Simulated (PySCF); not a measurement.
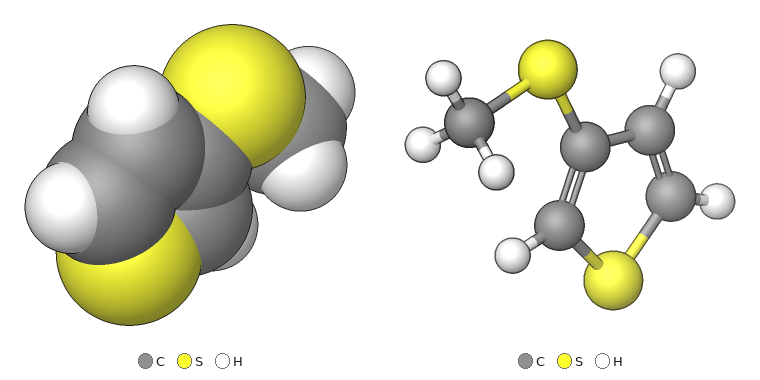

Both panels show the same species.

The geometry was computed by an optimisation with GFN2-xTB. No frequency run is at hand to confirm it as a minimum.

Describe the molecule.

The molecule is C₅H₆S₂. SMILES: `CSc1ccsc1`. Independent rings (smallest set): 1 of 5 members, 1 of them aromatic. Among its groups: thioether. The point group is Cs. Coordination: 1 C tetrahedral; 2 S bent; 4 C trigonal planar.

The parts below concern this one geometry. Atoms keep their numbers from picture to picture.

### Electronic properties

No frequency run is at hand to confirm it as a minimum. Method: PBE0/pcSseg-1, gas phase (PySCF 2.14.0).

Predict the main results.

- dipole moment: 1.02 D
- HOMO energy (Kohn–Sham orbital): −6.04 eV
- LUMO energy (Kohn–Sham orbital): −0.41 eV
- HOMO–LUMO gap: 5.63 eV

### Charges

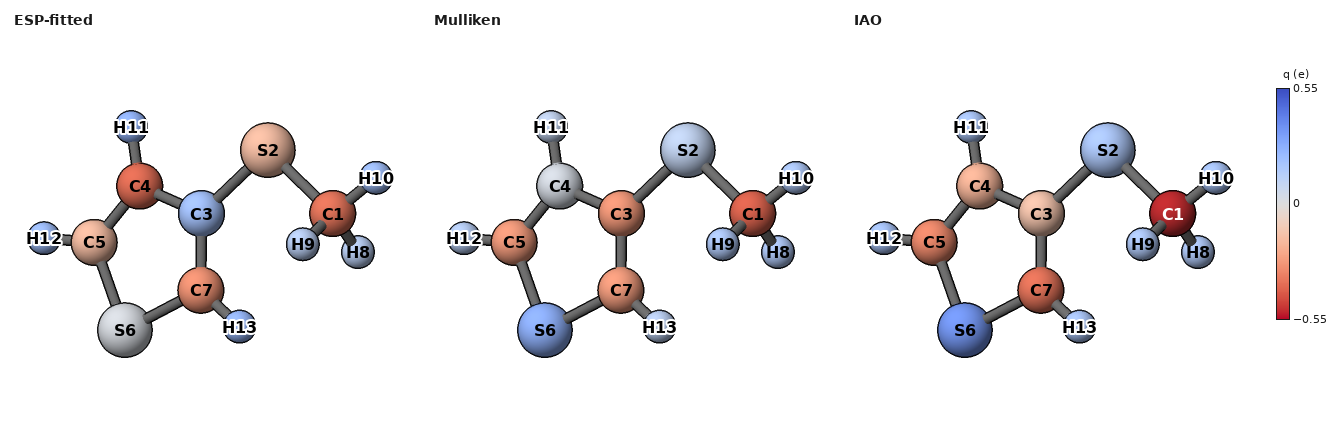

Atomic charges of one calculation by 3 schemes, on one colour scale. No frequency run is at hand to confirm it as a minimum. Method: PBE0/pcSseg-1 (PySCF 2.14.0).

On which atom do the schemes disagree most?

Answer. On C3 (from −0.27 to 0.19 e).

List the charges (e), one line for each set of equivalent atoms.

```csv
atom,ESP-fitted,Mulliken,IAO
C1,−0.36,−0.40,−0.51
S2,−0.16,0.10,0.16
C3,0.19,−0.27,−0.14
C4,−0.38,0.03,−0.19
C5,−0.16,−0.26,−0.31
S6,0.02,0.26,0.34
C7,−0.28,−0.26,−0.36
"H8, H9",0.12,0.16,0.16
H10,0.21,0.16,0.17
H11,0.24,0.09,0.17
H12,0.21,0.13,0.18
H13,0.23,0.12,0.17
```

### Bond orders

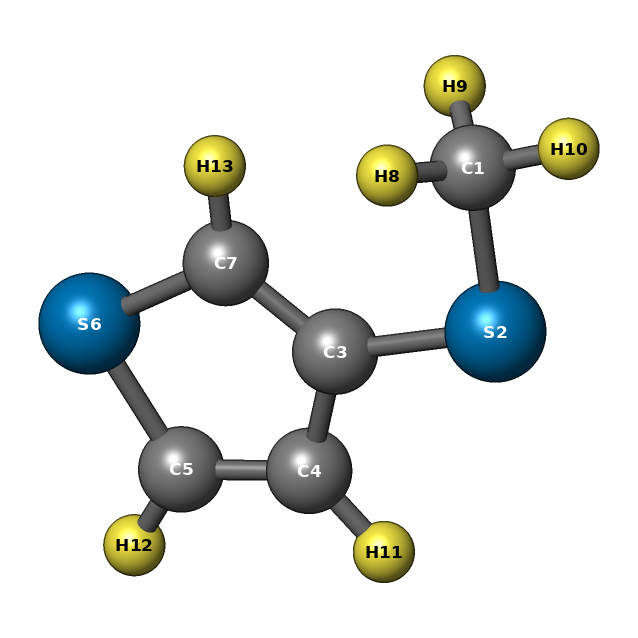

Every bond is drawn as one stick. No frequency run is at hand to confirm it as a minimum. Method: PBE0/pcSseg-1 (PySCF 2.14.0).

List the Mayer bond orders of C1–S2, C1–H8, C1–H10, S2–C3, C3–C4, C3–C7, C4–C5, C4–H11, C5–S6, C5–H12, S6–C7, C7–H13 (one bond of each equivalent set).

| bond | Mayer order | length (Å) |
| --- | --- | --- |
| C1–S2 | 1.01 | 1.814 |
| C1–H8 | 0.94 | 1.086 |
| C1–H10 | 0.96 | 1.085 |
| S2–C3 | 1.05 | 1.757 |
| C3–C4 | 1.21 | 1.422 |
| C3–C7 | 1.51 | 1.360 |
| C4–C5 | 1.60 | 1.353 |
| C4–H11 | 0.98 | 1.074 |
| C5–S6 | 1.18 | 1.720 |
| C5–H12 | 0.95 | 1.071 |
| S6–C7 | 1.15 | 1.724 |
| C7–H13 | 0.97 | 1.070 |

Mulliken values depend strongly on the basis set and can even reverse the polarity of a bond.
